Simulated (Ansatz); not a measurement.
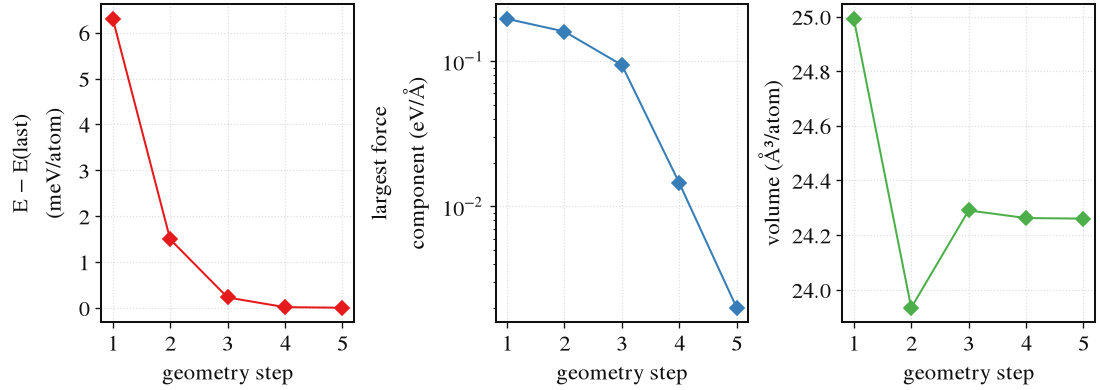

History of a geometry optimisation. CdSb2C (P-4m2, 4 atoms in the cell); DFT, r2SCAN, plane waves, PAW in Ansatz 0.2.0; cutoff 500 eV, 6×6×4 k-mesh, Fermi–Dirac smearing of 0.02 eV. Atoms and cell relax. A closing SCF on a freshly chosen basis isn't drawn.

The optimisation met its thresholds at geometry 5, counting the start as the first. The energy fell by about 6.3 meV/atom from the first step to the last. The largest force component goes from about 0.19 eV/Å at the start to 2 × 10⁻³ eV/Å at the end. The volume shrinks from 24.99 to 24.26 Å³ per atom (−2.9 %), overshooting to 23.93 at step 2.
